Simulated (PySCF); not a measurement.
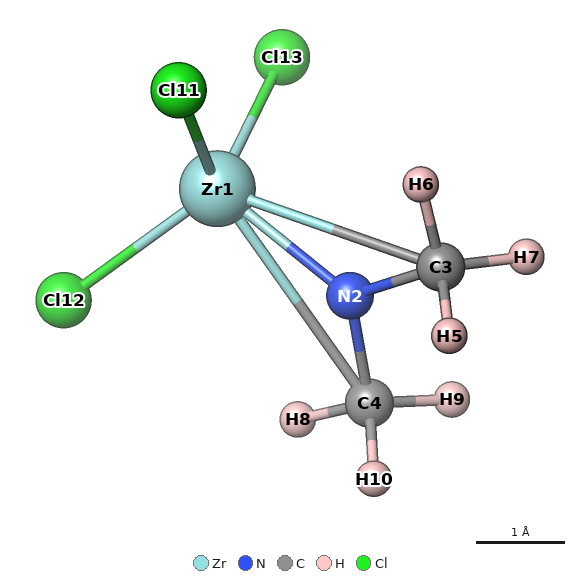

Orthographic view. Atoms fade into the background with distance from the viewer. Charge 0, singlet. The geometry was computed by an optimisation with PBE0-D3(BJ)/def2-SVP. No frequency run is at hand to confirm it as a minimum.

Write a Z-matrix (Å, degrees) in the order of the atom numbers, with these reference atoms: 2 to 1; 3 to 2, 1; 4 to 2, 3, 1; 5 to 3, 2, 4; 6 to 3, 5, 2; 7 to 3, 6, 5; 8 to 4, 2, 3; 9 to 4, 8, 2; 10 to 4, 8, 9; 11 to 1, 2, 4; 12 to 1, 2, 4; 13 to 1, 2, 4.

```
Zr 
N    1   1.981
C    2   1.447   1   121.7
C    2   1.446   3   114.6   1   175.5
H    3   1.106   2   111.1   4   -60.7
H    3   1.101   5   107.4   2   121.4
H    3   1.105   6   107.8   5  -116.4
H    4   1.101   2   110.9   3  -179.6
H    4   1.105   8   107.9   2  -122.0
H    4   1.105   8   107.6   9  -116.5
Cl   1   2.351   2   106.8   4   152.7
Cl   1   2.348   2   107.8   4    27.1
Cl   1   2.352   2   106.2   4   -89.0
```
